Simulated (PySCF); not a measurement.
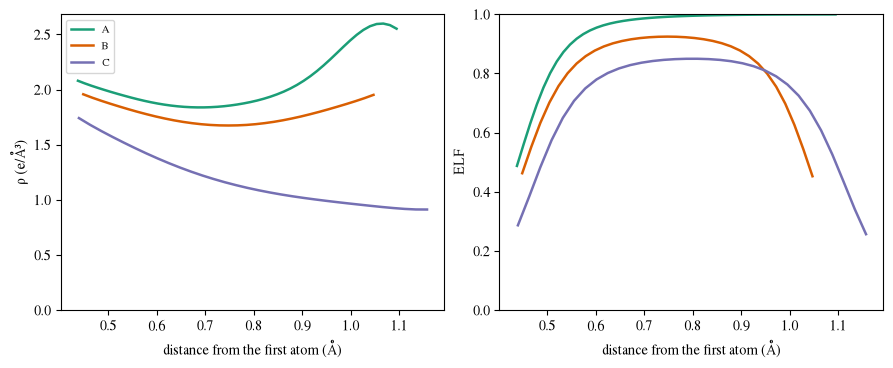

Figure. C4H9P (SMILES CCP1CC1). Total electron density and electron localisation function along straight lines between neighbouring atoms. The curves leave out the atomic cores.

Geometry: PBE0-D3(BJ)/def2-SVP.

The calculation used wB97X-D/def2-SVPD, SCF density, gas phase in PySCF 2.14.0.

Input file:

```
{"job": {"kind": "uv", "xc": "wB97X-D", "basis": "def2-SVPD", "ip": true, "dynamic": false}, "charge": 0, "multiplicity": 1}
C     -2.102535     0.048162     0.016200
C     -0.807592    -0.516466    -0.550225
P      0.456776    -0.842791     0.783413
C      1.393094     0.756317     0.730895
C      2.008090    -0.332440    -0.090405
H     -1.936680     1.028488     0.490098
H     -2.861031     0.180089    -0.771233
H     -2.531696    -0.617504     0.782008
H     -0.383167     0.159547    -1.311338
H     -0.997873    -1.479740    -1.053893
H      0.925723     1.596192     0.206201
H      1.898810     1.049322     1.656611
H      1.968054    -0.242653    -1.180823
H      2.934535    -0.789037     0.272556
```

Launched as:

```sh
OMP_NUM_THREADS=1 python probes_run.py task.json out
```

### Which curve belongs to which contact (C–C, C–H and C–P)? The first atom named is at distance zero.

Curve A: C–H (1.09 Å): ρ at the midpoint is about 1.9 e/Å³; the ELF climbs to about 1 towards the hydrogen, as it does in any bond to H; an ordinary covalent bond to hydrogen. Curve B: C–C (1.50 Å): ρ at the midpoint is about 1.7 e/Å³; the ELF peaks at about 0.90 between the atoms, as expected for a covalent bond. Curve C: C–P (1.85 Å): ρ at the midpoint is about 1 e/Å³; the ELF peaks at about 0.85 between the atoms; a covalent bond.
